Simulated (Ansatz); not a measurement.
## Fields on a plane of GaSb (zinc blende)

```xyz
2
Lattice="0.0000 3.0557 3.0557 3.0557 0.0000 3.0557 3.0557 3.0557 0.0000" Properties=species:S:1:pos:R:3 pbc="T T T"
Sb     1.5278     1.5278     1.5278
Ga     0.0000     0.0000     0.0000
```

The slice is a {100} plane (indices of the conventional cell) through the point (0.000, 0.000, 0.000) (fractional), spanned by u = [100] and v = [0 1 -1] in vectors of this cell: u (4.32 Å) and v (4.32 Å, at 90° to u). It covers one period; positions are fractions (u, v).

Atoms on it: Ga at (0.00, 0.00).

The numbers are results of PBEsol (plane waves to 420 eV, PAW, scalar-relativistic; Ansatz, a quantum-chemistry and plane-wave program), not measurements. k mesh 13×13×13. These are valence fields of a PAW run, semicore shells included where kept as valence: close to a nucleus they are smooth pseudo fields. At this level the bands of GaSb touch or barely overlap; measurements give the solid a gap. GaSb was relaxed with its symmetry unable to fall. Spin-orbit coupling is left out, though Sb is heavy.

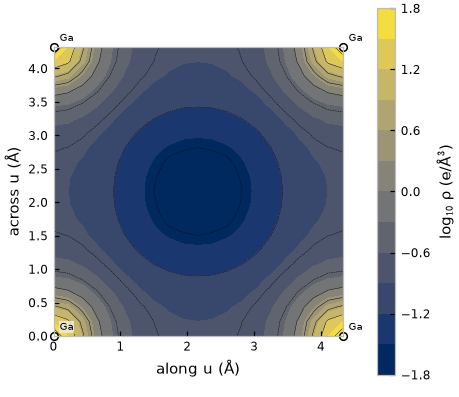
*Log₁₀ of the valence density in e/Å³, one period of the plane, atoms marked. The scale is logarithmic, as a density can span decades between atoms and voids.*

```
|xxxxxx335566999999888888999999665533xxxx|
|xxxx2244556688888888778888888866554422xx|
|3333445555667777666666666677776655554433|
|5555555566665555444444444455556666555555|
|6666666666553333222222222233335566666666|
|9999887755332211111111111111223355778899|
|9999887755331100000000000000113355778899|
|9999886644221100000000000000112244668899|
|9988886644221100000000000000112244668888|
|8888776644221100000000000000112244667788|
|9988886644221100000000000000112244668888|
|9999886644221100000000000000112244668899|
|9999887755331100000000000000113355778899|
|9999887755332211111111111111223355778899|
|6666666666553333222222222233335566666666|
|5555555566665555444444444455556666555555|
|3333445555667777666666666677776655554433|
|xxxx2244556688888888778888888866554422xx|
|xxxxxx335566999999888888999999665533xxxx|
|xxxxxx335566999999998899999999665533xxxx|
```
Scale: ten equal steps from 0.01 (start of '0') to 0.52 (end of '9'), in the order '0123456789'. Values: electron localisation function (ELF). The map has 20 points along u (two characters each, u = 0 at the left) and 20 along v (v = 0 in the bottom row). Points within 0.5 Å of a nucleus are blanked (x), as the pseudised field means little there.
